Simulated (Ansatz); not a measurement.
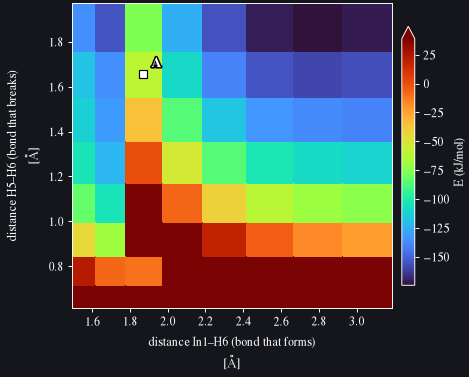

The reacting system Cl3H2In (fragments ClIn + Cl₂H₂ where the first distance is long, Cl₃H₂In where the second is long). First axis: distance In1–H6 (bond that forms). Second axis: distance H5–H6 (bond that breaks). Relaxed at each point: all other coordinates. The scan uses an 8 × 8 grid. Points are written as (first, second). Energies: kJ/mol, counted from a guessed transition structure relaxed with its forming and breaking bonds held. Energies and slopes of some neighbouring points disagree (a jump in structure or state, or too coarse a mesh). The reference is spin-restricted, so regions where a bond is pulled apart into radicals lie too high. Level of theory: RKS PBE0-D4/def2-SVP in Ansatz 0.2.0.

The picture shows one coloured cell a grid point, one colour for all values above the top of the scale, the point A.

Which way does the force act at A, and how strong is it?

A, at (1.870 Å, 1.656 Å), is not a stationary point. The computed force is 300 kJ/mol for each Å towards larger values of the first coordinate and 99.2 kJ/mol for each Å towards larger values of the second coordinate.
